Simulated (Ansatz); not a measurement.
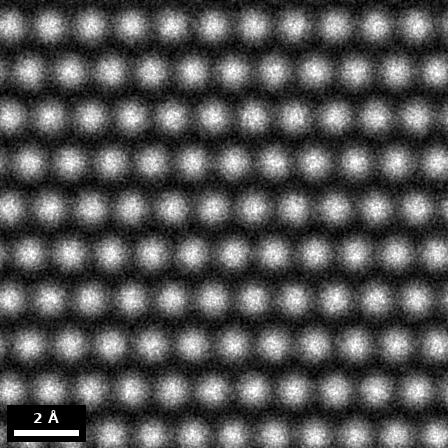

Dark-field STEM-like image of Cr (Im-3m, No. 229). Simulation: incoherent imaging, intensity Z^1.7 per atom, probe width 0.81 Å, thin sample. The probe carries 25 % of its weight in a tail 2.5 times as wide. Shot noise was added. Structure used: the geometry given to an electronic-structure calculation, possibly off equilibrium.

```
CELL_PARAMETERS angstrom
2.84782 0.00000 0.00000
0.00000 2.84782 0.00000
0.00000 0.00000 2.84782
ATOMIC_POSITIONS crystal
Cr 0.00000 0.00000 0.00000
Cr 0.50000 0.50000 0.50000
```

Which beam direction gives this image, [221], [110], [211] or [210]? (Directions equivalent by symmetry count as one.)

[210]. The projected cells are 0.67 × 2.01 Å, 90° for [221]; 1.42 × 2.01 Å, 90° for [110]; 0.82 × 2.01 Å, 90° for [211]; 1.27 × 1.56 Å, 114° for [210], and the image repeats as the [210] one does.
